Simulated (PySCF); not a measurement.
# C3H3FS (SMILES C=C1SC1F) at 4 levels

Aim: a comparison of 4 runs (HF/def2-SVP, HF/6-311+G**, B3LYP/6-31G*, PBE0/def2-SVP) of C3H3FS. The job is set up through a Python script.

The results are computed with PySCF 2.14.0.

1 further run of the same task is left out (set aside as unsound or not needed).

### 1 The structure to begin with

C3H3FS: 8 atoms, total charge 0, spin state singlet. SMILES: `C=C1SC1F`. The coordinates come from a PBE0-D4/def2-TZVP relaxation.

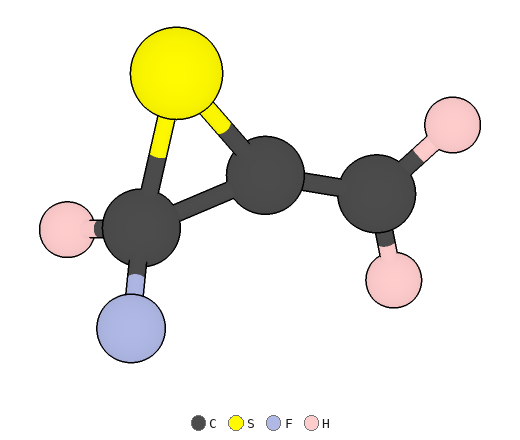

The structure, seen from a chosen angle (carbon dark grey, sulfur yellow, fluorine light blue, hydrogen pink).

### 2 Energy and gradient at HF/def2-SVP (run 1)

Input file job.py:

```python
from pyscf import gto

mol = gto.M(
    atom=[
    ('C', (-0.031500, 1.391600, 0.301800)),
    ('C', (0.314700, 0.155900, -0.000300)),
    ('S', (1.613000, -0.867900, -0.524600)),
    ('C', (-0.139400, -1.203000, -0.166100)),
    ('F', (-0.953200, -1.501200, -1.202400)),
    ('H', (-1.053900, 1.611100, 0.585100)),
    ('H', (0.679900, 2.206300, 0.267300)),
    ('H', (-0.337300, -1.850000, 0.683400)),
],
    verbose=3,
    basis='def2-svp',
    max_memory=1860,
    spin=0,
    charge=0,
)

hf = mol.RHF()
hf.conv_tol = 1e-10
hf.kernel()
if not hf.converged:
    hf = hf.newton().run(hf.mo_coeff, hf.mo_occ)

energy = hf.e_tot
print(f'total energy: {energy:.8f} hartree')
grad = hf.nuc_grad_method().kernel()
dip = hf.dip_moment()
pop, q = hf.mulliken_pop()
```

Command:

```
$ OMP_NUM_THREADS=1 python job.py
```

Standard output:

```text
converged SCF energy = -611.947035675809
total energy: -611.94703568 hartree
[... 8 lines left out ...]
Dipole moment(X, Y, Z, Debye): -0.32411,  0.73603,  1.77576
[... 98 lines left out ...]
charge of    7H =      0.09703
```

It took 3.3 s on 1 thread of AMD EPYC 9R45 (Zen 5), shared host; peak memory 0.18 GiB.

### 3 Energy and forces at HF/6-311+G(d,p) (run 2)

Input file run.py:

```python
from pyscf import gto

molecule = gto.Mole()
molecule.atom = [
    ('C', (-0.031500, 1.391600, 0.301800)),
    ('C', (0.314700, 0.155900, -0.000300)),
    ('S', (1.613000, -0.867900, -0.524600)),
    ('C', (-0.139400, -1.203000, -0.166100)),
    ('F', (-0.953200, -1.501200, -1.202400)),
    ('H', (-1.053900, 1.611100, 0.585100)),
    ('H', (0.679900, 2.206300, 0.267300)),
    ('H', (-0.337300, -1.850000, 0.683400)),
]
molecule.charge = 0
molecule.basis = '6-311+g**'
molecule.max_memory = 1860
molecule.verbose = 4
molecule.build()

myscf = molecule.RHF()
myscf.conv_tol = 1e-10
myscf.kernel()
if not myscf.converged:
    myscf = myscf.newton().run(myscf.mo_coeff, myscf.mo_occ)

etot = myscf.e_tot
print('Final energy', etot)
grad = myscf.nuc_grad_method().kernel()
dip = myscf.dip_moment()
pop, q = myscf.mulliken_pop()
```

Command:

```
$ OMP_NUM_THREADS=1 python run.py
```

Standard output:

```text
PySCF version 2.14.0

[... 68 lines left out ...]
converged SCF energy = -612.305606876135
Final energy -612.3056068761349
[... 11 lines left out ...]
Dipole moment(X, Y, Z, Debye): -0.28772,  0.79589,  1.78965
[... 145 lines left out ...]
charge of    7H =      0.18706
```

Wall time 12 s (1 thread of AMD EPYC 9R45 (Zen 5), shared host); peak memory 0.45 GiB.

Run 3 isn't shown in full; the table further down has it.

### 4 Energy and gradient at PBE0/def2-SVP (run 4)

Input file input.py:

```python
# C=C1SC1F
from pyscf import gto, dft

molecule = gto.Mole()
molecule.atom = [
    ('C', (-0.031500, 1.391600, 0.301800)),
    ('C', (0.314700, 0.155900, -0.000300)),
    ('S', (1.613000, -0.867900, -0.524600)),
    ('C', (-0.139400, -1.203000, -0.166100)),
    ('F', (-0.953200, -1.501200, -1.202400)),
    ('H', (-1.053900, 1.611100, 0.585100)),
    ('H', (0.679900, 2.206300, 0.267300)),
    ('H', (-0.337300, -1.850000, 0.683400)),
]
molecule.basis = 'def2-svp'
molecule.max_memory = 1860
molecule.verbose = 3
molecule.build()

calc0 = dft.RKS(molecule, xc='pbe0')
calc0.conv_tol = 1e-10
calc0.grids.level = 5
calc0.kernel()
if not calc0.converged:
    calc0 = calc0.newton().run(calc0.mo_coeff, calc0.mo_occ)

etot = calc0.e_tot
print('E(%s) = %.9f' % ('PBE0', etot))
grad = calc0.nuc_grad_method().kernel()
calc0.analyze()
```

Command:

```
$ OMP_NUM_THREADS=1 python input.py
```

Standard output:

```text
converged SCF energy = -613.432359618378
[... 23 lines left out ...]
MO #14  energy= -0.58528853166278  occ= 2
[... 14 lines left out ...]
MO #29  energy= 0.15042758359207   occ= 0
[... 14 lines left out ...]
MO #44  energy= 0.666466102422369  occ= 0
[... 14 lines left out ...]
MO #59  energy= 1.26074442405708   occ= 0
[... 14 lines left out ...]
MO #74  energy= 2.10156184545487   occ= 0
[... 14 lines left out ...]
MO #89  energy= 3.79534637257412   occ= 0
[... 9 lines left out ...]
Dipole moment(X, Y, Z, Debye): -0.25028,  0.42935,  1.40804
```

Run time: 13 s. Hardware: 1 thread of AMD EPYC 9R45 (Zen 5), shared host; peak memory 0.87 GiB.

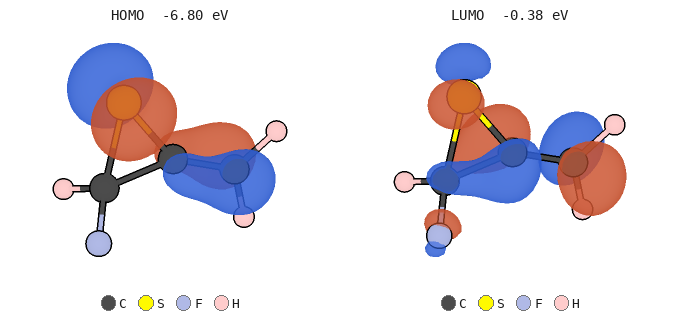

Frontier orbitals of this run, surfaces at ±0.2 Å^-3/2.

### 5 The series

| run | level | Cartesian functions | integration grid | energy (Eh) | dipole moment (D) | HOMO energy (eV) | LUMO energy (eV) | wall time |
| --- | --- | --- | --- | --- | --- | --- | --- | --- |
| 1 | HF/def2-SVP | no | – | -611.947036 | 1.95 | -9.29 | 3.50 | 3.3 s |
| 2 | HF/6-311+G** | no | – | -612.305607 | 1.98 | -9.33 | 1.68 | 12 s |
| 3 | B3LYP/6-31G* (Cartesian functions) | yes | 5 | -614.081752 | 1.51 | -6.40 | -0.39 | 13 s |
| 4 | PBE0/def2-SVP | no | 5 | -613.432360 | 1.49 | -6.80 | -0.38 | 13 s |

### 6 What came out

```
                       quantity          value
            run 4: total energy  -613.43236 Eh
           run 4: dipole moment         1.49 D
             run 4: HOMO energy       -6.80 eV
             run 4: LUMO energy       -0.38 eV
           run 4: HOMO–LUMO gap        6.42 eV
run 4: largest force on an atom     0.615 eV/Å
```

**Reading.** The dipole moment (its size) runs from 1.49 D (PBE0/def2-SVP) to 1.98 D (HF/6-311+G**). The two ends differ in method and basis. The HOMO–LUMO gap runs from 6.00 eV (B3LYP/6-31G*) to 12.78 eV (HF/def2-SVP). Totals of different functionals can't be ranked against each other. All runs together took 41 s, the longest 13 s.
